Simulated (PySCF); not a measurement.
SMILES CC([SiH2]F)(C)C at its GFN2-xTB optimised geometry (Å):

```
17

Si     0.6237    -1.3608     0.0000
F      0.2187    -2.0566     1.3991
C     -0.1087     0.4065     0.0000
C      0.2386     1.1263    -1.3053
C      0.4589     1.2103     1.1742
C     -1.6330     0.3431     0.1395
H      2.0794    -1.3608     0.0000
H      0.0253    -2.2116    -1.0182
H     -0.1631     0.5909    -2.1633
H      1.3164     1.2072    -1.4299
H     -0.1799     2.1325    -1.3068
H      1.5400     1.3079     1.0937
H      0.0286     2.2116     1.1919
H      0.2289     0.7254     2.1206
H     -2.0794    -0.1907    -0.6975
H     -2.0540     1.3483     0.1636
H     -1.9155    -0.1651     1.0591
```

Computed with CAM-B3LYP/def2-SVP (PySCF). Cells within 0.4 Å of a nucleus heavier than hydrogen are left out (blank, or x).

Map of the HOMO amplitude (bohr^(-3/2)), clipped to [-0.25, 0.25] on the plane z = 0.0 Å; orbital energy -9.35 eV, overall sign arbitrary:

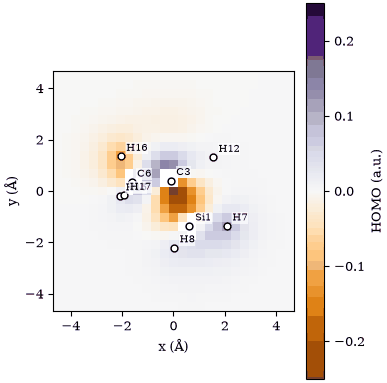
Figure. HOMO amplitude (bohr^(-3/2)), clipped to [-0.25, 0.25] on the plane z = 0.0 Å.
